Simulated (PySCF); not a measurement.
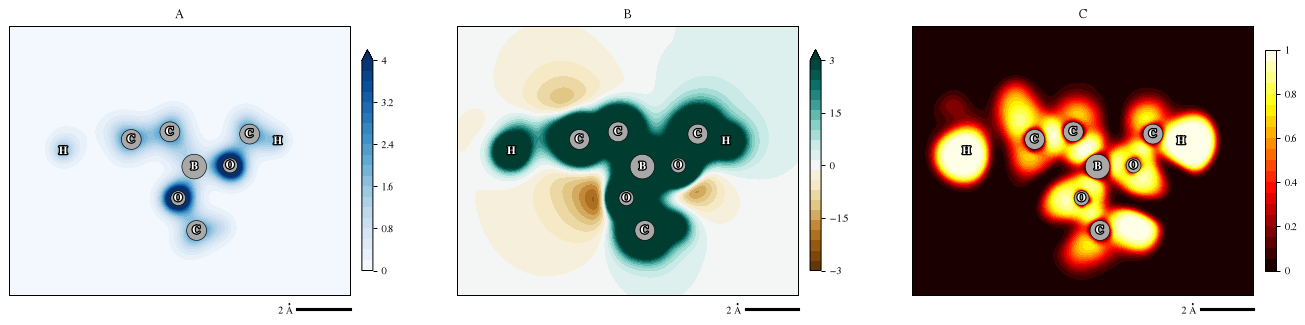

C$_{6}$H$_{13}$BO$_{2}$ (SMILES C/C=C/CB(OC)OC): 3 fields on the plane of atoms C3, C4 and B5, with unlabelled colour scales. Grey discs cover the atomic cores.

Geometry: GFN2-xTB.

All numbers below come from PBE0/pcSseg-1, SCF density, gas phase, non-relativistic (PySCF).

### Match the panels to the quantities (electron density, electron localisation function and electrostatic potential).

Panel A: electron density. Panel B: electrostatic potential (strongly positive close to the atoms, with negative regions outside electron-rich atoms). Panel C: electron localisation function. From the grid: B–O (1.35 Å): ρ at the midpoint is about 2.2 e/Å³; the ELF peaks at about 0.90 between the atoms, as expected for a polar covalent bond. C–O (1.40 Å): the density is about 2.1 e/Å³ at the midpoint, with its minimum of 1.8 e/Å³ about 0.5 Å from C; the ELF peaks at about 0.90 between the atoms, as expected for a shared but strongly polarised pair.
